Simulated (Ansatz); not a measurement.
Zn2SnO

Input file:

```
crystal:
  lattice:
    - [4.2327096608, 0.0, 0.0]
    - [-2.1163548304, 3.6656340931, 0.0]
    - [0.0, 0.0, 5.4783788046]
  atoms:
    - { symbol: Zn, position: [0.0, 0.0, 0.0] }
    - { symbol: Zn, position: [0.3333333333, 0.6666666667, 0.5] }
    - { symbol: Sn, position: [0.3333333333, 0.6666666667, 0.0] }
    - { symbol: O, position: [0.6666666667, 0.3333333333, 0.5] }
basis:
  ecutwfc: 420
kpoints:
  mp_grid: { grid: [12, 12, 8] }
hamiltonian:
  xc: pbe
scf:
  occupations: { method: gaussian, width: 0.1 }
output:
  forces: true
  stress: true
  eigenvalues: true
  write_density: true
  write_potential: true
  elf: true
  volumetric_format: npy
relax:
  adjacent_minimum: "off"
  f_tol: 0.01
  max_steps: 80
  cell: { stress_tol: 0.05 }
```

Command:

```sh
ansatz run input.yaml --threads 1 --pin off --max-ram 2560MiB --backend cpu --events-out ev --progress --plain --runs-dir out
```

Below, planes, directions and counts refer to the conventional cell (a = 4.22 Å, b = 4.22 Å, c = 5.50 Å, α = 90.00°, β = 90.00°, γ = 120.00°).

The fields are those of the run's last geometry, not of the input's.

Space group P-6m2; a structure generated by program, which may or may not match a known phase.

Theory: DFT PBE, scalar-relativistic, plane waves, PAW (Ansatz 0.2.0).

> Predict the valence pseudo-density and electron localisation function between the atoms.

Zn–Sn (2.44 Å): ρ at the midpoint is about 0.46 e/Å³; the ELF is about 0.45 at the midpoint.

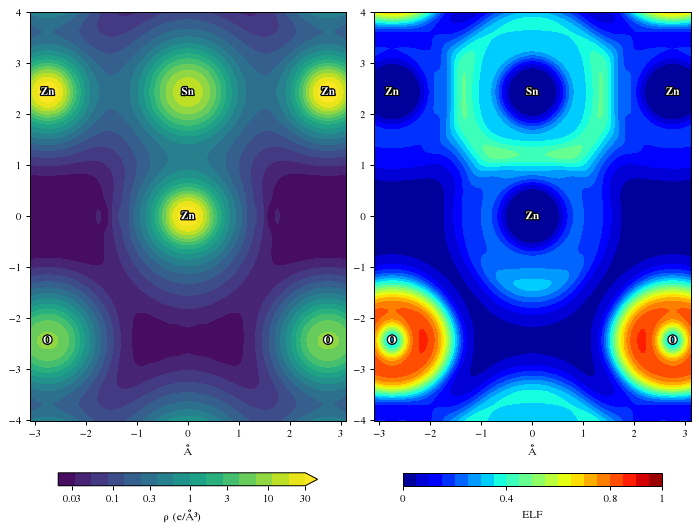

Computed valence pseudo-density and electron localisation function on the (110) plane of the conventional cell, in this order. 

The density is the valence pseudo-density of a PAW calculation; it isn't the true density close to the nuclei.
